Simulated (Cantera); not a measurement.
Charge: 1 mol SiH2Cl2, 0.3 mol O2, a varied amount of H2, held at 627 °C and 188 Torr.

Cantera equilibrium calculation (NASA polynomials, part measured and part estimated; ideal gas, pure solids and liquids). Candidate condensed phases: H2O, Si, SiO2; 30 gas species. The tables' values for SiCl3 are old estimates; treat these amounts as uncertain. Kinetics and transport are ignored.

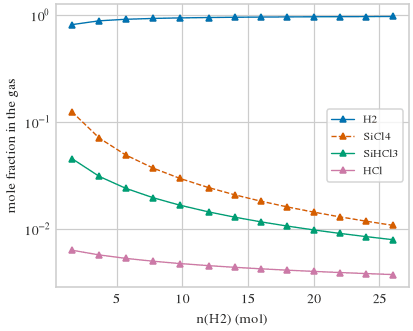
Figure: Equilibrium gas composition (values under 1e-9 drawn at 1e-9)

Task: Read off the mole fractions at 9.8 mol H2.

Result: H2 about 0.95, SiCl4 about 0.030, SiHCl3 about 0.017, HCl about 0.0048.
